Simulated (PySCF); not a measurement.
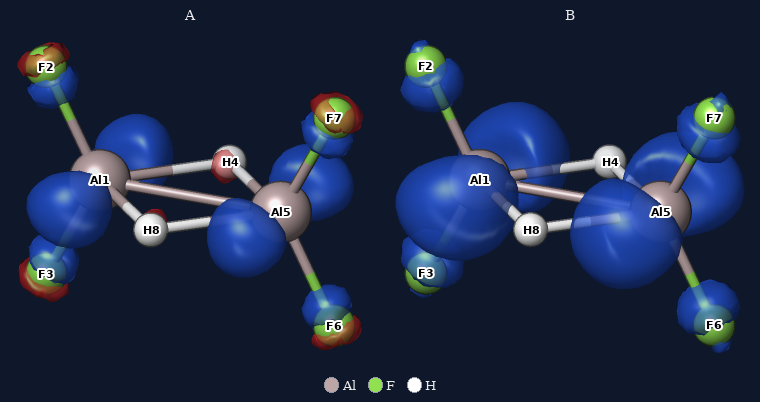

(F2Al-mu-H)2 (Al$_{2}$F$_{4}$H$_{2}$). The Fukui function f⁺ from two separate SCF calculations and the density of the LUMO, at ±0.03 e/Å³ (blue positive, red negative).

Computed with PySCF, B3LYP/def2-SVPD, geometry: GFN2-xTB. No frequency check shows the geometry to be a minimum.

The calculation's input:

```python
import numpy as np
from pyscf import gto, scf, dft
from pyscf.scf import atom_ks, atom_hf
from scipy.linalg import block_diag

def solve(mol, dm0=None, hcore=None):
    mf = (dft.UKS if mol.spin else dft.RKS)(mol, xc='b3lyp')
    mf.grids.level = 3
    mf = mf.density_fit(auxbasis='def2-universal-jkfit')
    mf.conv_tol, mf.max_cycle = 1e-8, 80
    if hcore is not None:
        mf.get_hcore = lambda *args: hcore
    mf.kernel(dm0)
    if not mf.converged:
        mf = mf.newton().run(mf.mo_coeff, mf.mo_occ, max_cycle=30)
    assert mf.converged, 'SCF not converged'
    return mf

mol = gto.M(atom='''
Al     1.26900    -0.00123    -0.01018
F      2.02991     1.44362     0.00096
F      2.02990    -1.44193     0.00842
H     -0.00238     0.00097     1.21396
Al    -1.26902    -0.00123     0.01018
F     -2.02992    -1.44193    -0.00841
F     -2.02994     1.44362    -0.00097
H      0.00323     0.00072    -1.21395
''', basis='def2-svpd', charge=0, spin=0, verbose=4)
mf = solve(mol)
out = dict(e0=mf.e_tot, dm0=mf.make_rdm1(), c=mf.mo_coeff, occ=mf.mo_occ, eps=mf.mo_energy)
for name, dq, spin in [('cation', 1, 1), ('anion', -1, 1)]:
    ion = mol.copy().set(charge=mol.charge + dq, spin=spin).build()
    mi = solve(ion)
    if spin and dq > 0 and mol.nao < 130:
        c, _, stable, _ = mi.stability(return_status=True)
        if not stable:
            mi = solve(ion, mi.make_rdm1(c, mi.mo_occ))
    print(name, 'vertical energy change / eV', (mi.e_tot - mf.e_tot) * 27.211386)
    out.update({'e_' + name: mi.e_tot, 'dm_' + name: mi.make_rdm1(), 's2_' + name: mi.spin_square()[0], 'eps_' + name: mi.mo_energy, 'occ_' + name: mi.mo_occ})
# spherically averaged free atoms, for the promolecule
atm = atom_ks.get_atm_nrks(mol, xc='b3lyp')
pro = block_diag(*[(atm[a[0]][2] * atm[a[0]][3]) @ atm[a[0]][2].T for a in mol._atom])
np.savez('result.npz', pro=pro, **out)
```

Run with:

```sh
OMP_NUM_THREADS=1 python input.py
```

The run took 90 s on 1 thread of Arm Neoverse V2 (shared host), peak memory 0.74 GiB.

Partitions, critical points and surface values were worked out afterwards from this run's density.

Which panel is which, and how good is the frozen-orbital picture?

A is f⁺ (it has negative regions), B the LUMO density. The LUMO lies on Al1 and Al5 (32 % each), H4 and H8 (6 % each) and F2, F3, F6 and F7 (6 % each); f⁺ (Hirshfeld-condensed) is largest on Al1 and Al5 (0.32 each); the vertical electron affinity is 0.32 eV (the stability of the anion's solution wasn't checked; the anion's highest orbital has positive energy, so this value and f⁺ depend on the basis). Relaxation shifts 4 % of the electron between atoms. The orbital energy is −2.11 eV.
